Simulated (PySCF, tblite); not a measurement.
# C₉H₈OSSe: excited states

What do calculations give for the excited states of C₉H₈OSSe (`C[Se]c1ccc(C=S)c(=O)cc1`)?

Programs: tblite 0.8.0 and PySCF 2.14.0, with routines of our own; each step states its level. All values are computed. Atoms count from 0.

## 1. The system as given

20 atoms, charge 0, multiplicity 1; geometry from: force field or distance geometry start.

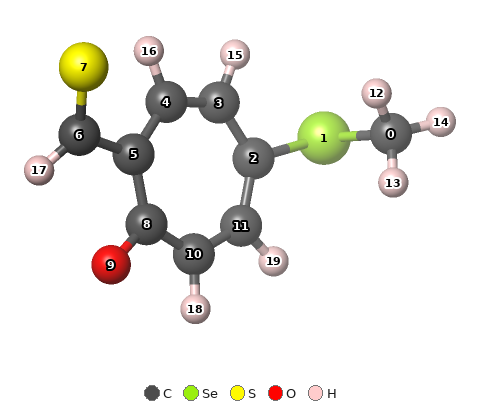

The starting geometry (carbon dark grey, selenium green, sulfur yellow, oxygen red, hydrogen pink).

## 2. Optimising the geometry with GFN2-xTB

Job settings and geometry (Å):

```
{"job": {"kind": "relax", "xc": "GFN2-xTB", "basis": "xTB"}, "charge": 0, "multiplicity": 1}
C      3.323200     1.200900    -0.097800
Se     2.834200    -0.115900    -1.452000
C      1.082300    -0.331000    -0.692200
C      0.085700     0.511900    -1.212800
C     -1.256300     0.591300    -0.848100
C     -1.996100    -0.115500     0.107200
C     -3.433300     0.248000     0.243700
S     -3.977200     1.787300     0.090300
C     -1.504700    -1.160500     0.935000
O     -2.329600    -1.696200     1.739100
C     -0.215400    -1.673100     0.979700
C      0.921600    -1.307900     0.278500
H      2.624500     2.075400    -0.157300
H      3.246300     0.753600     0.912500
H      4.352500     1.552800    -0.269100
H      0.399900     1.188800    -1.972000
H     -1.793800     1.329500    -1.439700
H     -4.140800    -0.490300     0.623700
H     -0.052800    -2.475500     1.695600
H      1.824500    -1.862900     0.532500
```

Started as:

```bash
$ OMP_NUM_THREADS=1 python excited_run.py task.json out
```

One launch serves the whole session: the jobs run in the order shown.

What it wrote:

```text
step      E/eV     max force
  0    -917.49095    4.376
  1    -917.77640    2.779
  2    -917.84799    0.934
  3    -917.86475    0.402
  4    -917.87922    0.281
  5    -917.89102    0.262
  6    -917.89611    0.193
  7    -917.90103    0.154
  8    -917.90602    0.222
  9    -917.91074    0.153
 10    -917.91412    0.137
 11    -917.91682    0.133
 12    -917.91971    0.140
 13    -917.92336    0.141
 14    -917.92723    0.127
 15    -917.93078    0.126
 16    -917.93418    0.142
 17    -917.93781    0.166
 18    -917.94182    0.144
 19    -917.94644    0.155
 20    -917.95142    0.217
 21    -917.95599    0.196
 22    -917.95920    0.117
 23    -917.96132    0.126
 24    -917.96331    0.149
 25    -917.96550    0.159
 26    -917.96749    0.169
 27    -917.96952    0.110
 28    -917.97136    0.090
 29    -917.97255    0.093
 30    -917.97430    0.085
 31    -917.97536    0.083
 32    -917.97616    0.076
 33    -917.97688    0.093
 34    -917.97756    0.075
 35    -917.97811    0.047
 36    -917.97846    0.035
 37    -917.97867    0.033
 38    -917.97884    0.033
 39    -917.97895    0.025
 40    -917.97902    0.018
 41    -917.97908    0.018
 42    -917.97914    0.015
 43    -917.97920    0.018
 44    -917.97925    0.015
 45    -917.97930    0.021
 46    -917.97936    0.022
 47    -917.97942    0.019
 48    -917.97948    0.022
 49    -917.97955    0.019
 50    -917.97965    0.028
 51    -917.97979    0.043
 52    -917.98000    0.049
 53    -917.98026    0.053
 54    -917.98060    0.062
 55    -917.98107    0.066
 56    -917.98176    0.085
 57    -917.98280    0.117
 58    -917.98423    0.125
 59    -917.98611    0.137
 60    -917.98847    0.136
 61    -917.99156    0.174
 62    -917.99554    0.185
 63    -917.98842    0.647
 64    -918.00313    0.180
 65    -918.00629    0.132
 66    -918.01259    0.271
 67    -918.01485    0.129
 68    -918.01822    0.091
 69    -918.02293    0.097
 70    -918.02429    0.081
 71    -918.02538    0.081
 72    -918.02775    0.102
 73    -918.02947    0.124
 74    -918.03153    0.143
 75    -918.03431    0.148
 76    -918.03837    0.141
 77    -918.04210    0.164
 78    -918.04469    0.144
 79    -918.04784    0.113
 80    -918.05138    0.158
 81    -918.05474    0.173
 82    -918.05868    0.130
 83    -918.06143    0.115
 84    -918.06346    0.091
 85    -918.06488    0.088
 86    -918.06614    0.091
 87    -918.06748    0.103
 88    -918.06924    0.123
 89    -918.07178    0.141
 90    -918.07375    0.136
 91    -918.07605    0.104
 92    -918.07786    0.089
 93    -918.07925    0.097
 94    -918.08046    0.087
 95    -918.08148    0.080
 96    -918.08220    0.157
 97    -918.08325    0.092
 98    -918.08443    0.079
 99    -918.08550    0.084
100    -918.08712    0.113
101    -918.08874    0.139
102    -918.09100    0.163
103    -918.09375    0.218
104    -918.09688    0.140
105    -918.09763    0.300
106    -918.10243    0.127
107    -918.10527    0.089
108    -918.11169    0.170
109    -918.11651    0.261
110    -918.12574    0.194
111    -918.12683    0.407
112    -918.12375    0.604
113    -918.13904    0.177
114    -918.14218    0.127
115    -918.14593    0.122
116    -918.15028    0.194
117    -918.15239    0.119
118    -918.15404    0.132
119    -918.15566    0.117
120    -918.15654    0.082
121    -918.15716    0.054
122    -918.15778    0.058
123    -918.15824    0.054
124    -918.15876    0.054
125    -918.15933    0.044
126    -918.15968    0.035
127    -918.15993    0.040
128    -918.16017    0.043
129    -918.16044    0.038
130    -918.16071    0.036
131    -918.16099    0.036
132    -918.16127    0.041
133    -918.16158    0.041
134    -918.16193    0.039
135    -918.16234    0.040
136    -918.16276    0.041
137    -918.16315    0.045
138    -918.16351    0.041
139    -918.16389    0.047
140    -918.16432    0.050
141    -918.16476    0.042
142    -918.16515    0.047
143    -918.16547    0.042
144    -918.16577    0.045
145    -918.16606    0.039
146    -918.16635    0.042
147    -918.16664    0.049
148    -918.16697    0.053
149    -918.16736    0.053
150    -918.16778    0.053
151    -918.16818    0.041
152    -918.16856    0.038
153    -918.16892    0.043
154    -918.16923    0.033
155    -918.16947    0.032
156    -918.16963    0.028
157    -918.16977    0.028
158    -918.16995    0.023
159    -918.17012    0.025
160    -918.17028    0.026
161    -918.17044    0.034
162    -918.17060    0.039
163    -918.17079    0.038
164    -918.17098    0.034
165    -918.17113    0.023
166    -918.17124    0.026
167    -918.17132    0.019
168    -918.17138    0.014
169    -918.17142    0.015
170    -918.17145    0.010
171    -918.17148    0.009
```

Run time: 2 s. Hardware: 1 thread of Arm Neoverse V1, shared host.

Step by step: (not every step is listed)

| step | energy from step 0 (eV) | largest force (eV/Å) |
| --- | --- | --- |
| 0 | 0.0000 | 4.3760 |
| 1 | -0.2854 | 2.7787 |
| 2 | -0.3570 | 0.9344 |
| 3 | -0.3738 | 0.4018 |
| 4 | -0.3883 | 0.2809 |
| 5 | -0.4001 | 0.2617 |
| 6 | -0.4052 | 0.1933 |
| 7 | -0.4101 | 0.1541 |
| 8 | -0.4151 | 0.2224 |
| 23 | -0.4704 | 0.1264 |
| 38 | -0.4879 | 0.0330 |
| 53 | -0.4893 | 0.0531 |
| 68 | -0.5273 | 0.0912 |
| 83 | -0.5705 | 0.1147 |
| 98 | -0.5935 | 0.0791 |
| 113 | -0.6481 | 0.1771 |
| 128 | -0.6692 | 0.0428 |
| 143 | -0.6745 | 0.0418 |
| 158 | -0.6790 | 0.0235 |
| 166 | -0.6803 | 0.0261 |
| 167 | -0.6804 | 0.0186 |
| 168 | -0.6804 | 0.0140 |
| 169 | -0.6805 | 0.0154 |
| 170 | -0.6805 | 0.0100 |
| 171 | -0.6805 | 0.0090 |

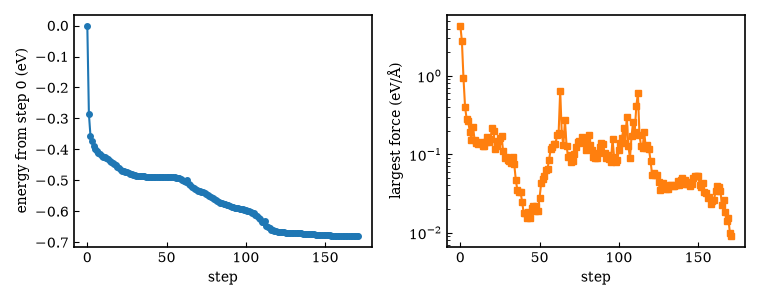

Energy and force, step by step.

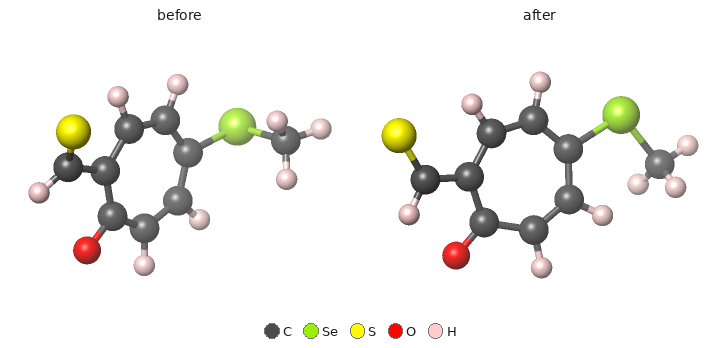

Before and after, at one scale.

Distances of close pairs at the start and the end, largest changes first:

| bond | before (Å) | after (Å) | change (Å) |
| --- | --- | --- | --- |
| C8–C10 | 1.388 | 1.463 | +0.074 |
| C5–C6 | 1.489 | 1.432 | -0.057 |
| C5–C8 | 1.421 | 1.475 | +0.055 |
| C8–O9 | 1.270 | 1.223 | -0.048 |
| C10–C11 | 1.385 | 1.349 | -0.036 |
| C0–H12 | 1.121 | 1.088 | -0.033 |
| C2–C11 | 1.387 | 1.419 | +0.033 |
| C2–C3 | 1.405 | 1.378 | -0.028 |

The end geometry stands in the next job.

## 3. Vibrational analysis with GFN2-xTB

Job settings and geometry (Å):

```
{"job": {"kind": "ir", "xc": "GFN2-xTB", "basis": "xTB"}, "charge": 0, "multiplicity": 1}
C      3.873323     0.285855    -0.189854
Se     2.492777     1.197303    -1.228030
C      0.858406     0.537082    -0.502182
C     -0.264234     0.945730    -1.187999
C     -1.602857     0.688227    -0.899224
C     -2.191548    -0.181943    -0.005447
C     -3.620290    -0.233886     0.070685
S     -4.662235     0.688256    -0.786136
C     -1.512724    -1.136325     0.891826
O     -2.122761    -2.073074     1.387175
C     -0.115453    -0.928205     1.270324
C      0.886929    -0.241010     0.684428
H      3.880080     0.646713     0.836032
H      3.716903    -0.789042    -0.232612
H      4.817335     0.537343    -0.667408
H     -0.083461     1.587648    -2.045607
H     -2.317162     1.236726    -1.507256
H     -4.023542    -0.954358     0.775485
H      0.133474    -1.495834     2.160683
H      1.851892    -0.306527     1.172081
```

What it wrote:

```text
mode    cm-1     km/mol
  1      28.3      0.79
  2      30.6      5.06
  3      61.3      4.76
  4     118.9      7.06
  5     123.0      2.41
  6     168.9      0.99
  7     205.2      0.37
  8     227.2      3.15
  9     247.0      0.32
 10     255.0      0.10
 11     289.3      0.47
 12     310.9      2.00
 13     337.2      4.14
 14     418.1      7.86
 15     496.7     13.67
 16     525.1      9.80
 17     563.2      0.60
 18     569.5     23.54
 19     655.0      1.05
 20     715.1      8.40
 21     745.0      5.79
 22     806.1      6.06
 23     810.8     32.97
 24     839.1      3.63
 25     852.0     19.09
 26     867.3      8.84
 27     868.9     16.43
 28     918.0      7.87
 29     936.7      0.90
 30     987.4     12.24
 31    1006.6    131.00
 32    1105.9     30.56
 33    1204.7     12.88
 34    1232.4      0.71
 35    1266.5     61.13
 36    1274.9    158.02
 37    1280.6      3.20
 38    1332.7      1.07
 39    1364.9     14.39
 40    1407.0     13.67
 41    1426.7     10.04
 42    1436.8     12.64
 43    1478.4    380.79
 44    1542.7     37.99
 45    1600.8    106.94
 46    1647.1    427.21
 47    3002.6      3.10
 48    3006.1      0.74
 49    3008.9      2.75
 50    3016.5      7.68
 51    3018.9      6.27
 52    3027.2      4.33
 53    3042.4      3.88
 54    3056.5      8.21
```

Run time: 1.2 s. Hardware: 1 thread of Arm Neoverse V1, shared host.

Which atoms move in the most intense modes:

| cm⁻¹ | km/mol | atoms |
| --- | --- | --- |
| 811 | 33.0 | H15 24 %, C8 17 %, H19 15 % |
| 1007 | 131.0 | C2 34 % |
| 1266 | 61.1 | H18 35 %, C5 18 %, H15 17 % |
| 1275 | 158.0 | C6 29 %, H17 28 %, H18 15 % |
| 1478 | 380.8 | C3 44 %, C4 21 %, C2 17 % |
| 1543 | 38.0 | C4 34 %, C5 30 %, C2 15 % |
| 1601 | 106.9 | C10 45 %, C11 43 % |
| 1647 | 427.2 | C8 60 %, O9 37 % |

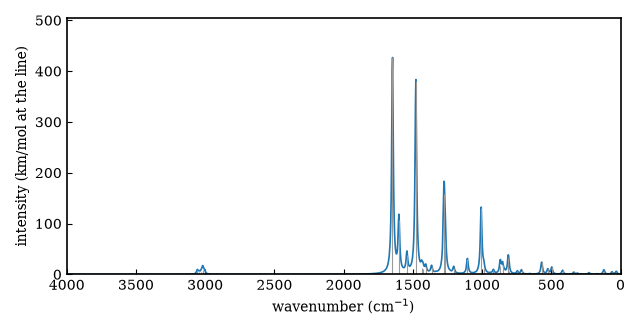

The infrared spectrum from these modes, unscaled. Lines are broadened to a width of 14 cm⁻¹ (Lorentzian).

## 4. Excited states: TDA CAM-B3LYP/def2-SVP

The job, as its differences from that of step 3:

```diff
@@ -1,2 +1,2 @@
-{"job": {"kind": "ir", "xc": "GFN2-xTB", "basis": "xTB"}, "charge": 0, "multiplicity": 1}
+{"job": {"kind": "states", "xc": "CAM-B3LYP", "basis": "def2-SVP", "tda": true, "soc": true, "nstates": 5, "ntriplets": 5, "nquad": 4}, "charge": 0, "multiplicity": 1}
 C      3.873323     0.285855    -0.189854
```

Level: TDA CAM-B3LYP/def2-SVP excited states, vertical, gas phase, spin-orbit mean-field couplings.

What it wrote:

```text
coarse grid: 85224 points
cycle   1  E = -3221.6266984688  dE =  1.512e+00  |g| = 9.335e-01  |ddm| = 5.603e+00
cycle   2  E = -3220.5339820312  dE =  1.093e+00  |g| = 2.348e+00  |ddm| = 3.607e+00
cycle   3  E = -3221.8140876462  dE = -1.280e+00  |g| = 3.116e-01  |ddm| = 2.757e+00
cycle   4  E = -3221.8357394511  dE = -2.165e-02  |g| = 1.758e-01  |ddm| = 7.674e-01
cycle   5  E = -3221.8440887689  dE = -8.349e-03  |g| = 5.261e-02  |ddm| = 2.674e-01
cycle   6  E = -3221.8448466501  dE = -7.579e-04  |g| = 1.994e-02  |ddm| = 8.322e-02
cycle   7  E = -3221.8450148341  dE = -1.682e-04  |g| = 9.458e-03  |ddm| = 4.646e-02
cycle   8  E = -3221.8450578175  dE = -4.298e-05  |g| = 4.145e-03  |ddm| = 2.515e-02
cycle   9  E = -3221.8450687811  dE = -1.096e-05  |g| = 1.198e-03  |ddm| = 1.410e-02
cycle  10  E = -3221.8450698365  dE = -1.055e-06  |g| = 5.071e-04  |ddm| = 3.857e-03
final grid: 179880 points
cycle  11  E = -3221.8450441018  dE = -1.566e-07  |g| = 6.348e-04  |ddm| = 2.303e-03
cycle  12  E = -3221.8450440781  dE =  2.369e-08  |g| = 8.387e-04  |ddm| = 1.716e-03
cycle  13  E = -3221.8450442515  dE = -1.733e-07  |g| = 9.958e-05  |ddm| = 9.268e-04
cycle  14  E = -3221.8450442632  dE = -1.175e-08  |g| = 7.308e-05  |ddm| = 3.141e-04
cycle  15  E = -3221.8450442734  dE = -1.023e-08  |g| = 3.000e-05  |ddm| = 4.815e-04
cycle  16  E = -3221.8450442743  dE = -8.285e-10  |g| = 1.140e-05  |ddm| = 1.166e-04
converged SCF energy = -3221.8450442743

Singlet excitations
state   eV       nm        f     d(h-e)  d(exc)  Lambda  PR(NTO)  |dmu|/D   mu/D   main configurations
  1   1.8074   686.0   0.00005   1.727   3.405   0.414   1.004    4.284    2.947   H-1->L 0.87, H-1->L+2 0.11
  2   3.1312   396.0   0.61449   0.853   3.985   0.726   1.092    2.227    8.885   H->L 0.93
  3   3.5525   349.0   0.00139   1.820   3.569   0.571   1.124    3.033    6.877   H-3->L 0.43, H-2->L 0.41
  4   4.0925   303.0   0.01121   1.401   3.286   0.456   1.086    3.186    3.789   H-2->L+1 0.27, H-3->L+1 0.25, H-1->L+1 0.25
  5   4.2053   294.8   0.01408   0.778   3.864   0.616   1.938                     H->L+1 0.58, H-4->L 0.22, H-3->L 0.12

Triplet excitations (Tamm-Dancoff)
state   eV     d(h-e)  d(exc)  Lambda  PR(NTO)   main configurations
  1   1.3630   1.566   3.259   0.415   1.005   H-1->L 0.82, H-1->L+2 0.14
  2   1.4838   0.064   3.630   0.722   1.103   H->L 0.88
  3   2.8305   0.254   2.989   0.687   1.907   H-4->L 0.43, H->L+1 0.14, H->L+2 0.13
  4   3.1806   0.402   3.432   0.600   1.821   H->L+1 0.48, H-2->L 0.20, H-4->L+1 0.09
  5   3.3160   1.420   3.285   0.550   1.156   H-3->L 0.38, H-2->L 0.21, H-3->L+1 0.14
S1 - T1 = 0.4445 eV

Spin-orbit couplings |<S|Hso|T>| (cm-1)
             T1       T2       T3       T4       T5
S0      146.390    6.083   16.340   23.561   28.176
S1        0.582   90.519   80.261   26.268   11.080
S2       73.602    2.826    3.131    9.145   14.571
S3       12.471   14.598   21.524   13.631    5.296
S4        5.799    5.360    8.039   28.412   17.385
S5        9.981   22.294   14.020    3.826   12.155
T1 sublevels (cm-1): 0.000 0.005 10.371   radiative rates (1/s): 0.071 0.104 7.82e+03
```

It took 94 s on 1 thread of Arm Neoverse V1, shared host; peak memory 1.4 GiB.

From this job:

| quantity | value |
| --- | --- |
| S1 less T1 | 0.44 eV |

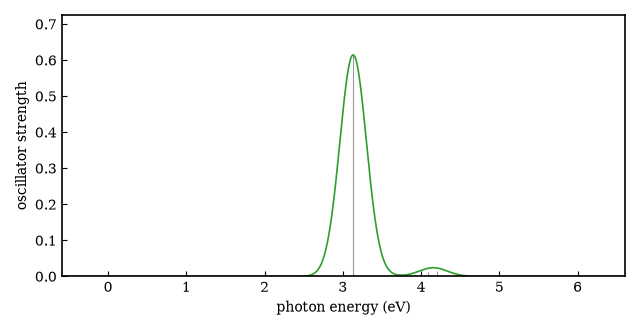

Absorption lines of the singlets. Lines are broadened to a width of 0.40 eV (Gaussian).

## 5. What came out

| quantity | value |
| --- | --- |
| strongest single infrared mode (GFN2-xTB) | 1647 cm⁻¹, 427 km/mol |
| zero-point energy (GFN2-xTB) | 86.9 kcal/mol |
| S1 less T1 (step 4, TDA CAM-B3LYP/def2-SVP) | 0.44 eV |

All 54 modes are real, so the xTB geometry is a minimum. The strongest single mode, at 1647 cm⁻¹, moves mainly C8 and O9. Unscaled tight-binding wavenumbers are off by several per cent, some by more. Its intensities can rank the bands wrongly. Scalar relativity is left out for the heavy atoms. In step 4, the number of triplets below S1 is 2, and the largest singlet-triplet spin-orbit coupling is S0–T1, 146.39 cm⁻¹.
